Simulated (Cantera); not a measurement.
Feed: 1 mol C3H6, 9.8 mol H2, at 13.3 mbar.

Method: chemical equilibrium by Gibbs-energy minimisation in Cantera with the NASA 1993 tables (ideal gas, pure condensed phases). Candidate condensed phases: C, C6H6, C7H8, C8H18; 76 gas species. The numbers say what is thermodynamically allowed, not how fast it happens.

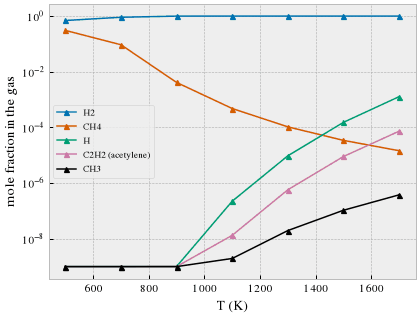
Fig. 1. Equilibrium gas composition (values under 1e-9 drawn at 1e-9)

At 500 K nothing is condensed. From 700 K to 1700 K the condensed part is C(graphite). The main C-bearing gas is CH4 at 500 K and C2H2 (acetylene) at 1700 K.
